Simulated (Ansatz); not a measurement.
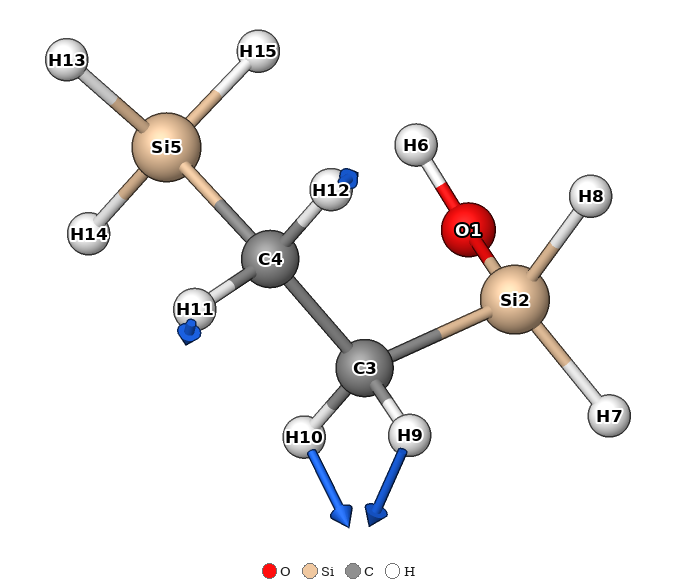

The arrows show one normal mode. Harmonic vibrations computed with RKS PBE0-D4/def2-TZVP (Ansatz 0.2.0) at a stationary point of the same level.

> Describe the motion.

Mostly H–C–H bending.

> Estimate its harmonic wavenumber.

1439 cm⁻¹; it is mode 28 of 39 counted from the lowest.
